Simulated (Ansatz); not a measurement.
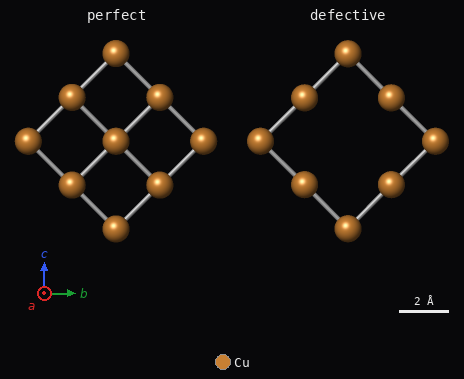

Left: perfect Cu. Right: the same region with one point defect, after relaxing the atoms in a supercell of 27 sites. Style: ball-and-stick. Shown: the atoms within 4.6 Å of one point, in a slice 3.4 Å thick across the line of sight, along the a axis.

Method: DFT PBE, scalar-relativistic, plane waves, PAW (Ansatz). Settings: plane-wave cutoff 420 eV; k-point mesh 4 × 4 × 4; occupations gaussian; smearing width 0.1 eV; no spin polarisation. The cell is small and the k-mesh coarse, so the numbers are rough. The axes drawn are those of the host's conventional cell.

Q: Which defect is it?

A: A copper atom is taken out (a vacancy).

The charge state of the cell is 0.

Q: What does the relaxation do around it?

A: Around the empty Cu site the host had 12 Cu at 2.57 Å; after relaxation the nearest atoms are 12 Cu at 2.54 Å. Of the host's atoms, a copper atom moves furthest from its site, by 0.03 Å. Relaxing the atoms from the host's sites lowers the energy by 0.03 eV. At a tolerance of 0.02 Å the relaxed supercell has space group Fm-3m.
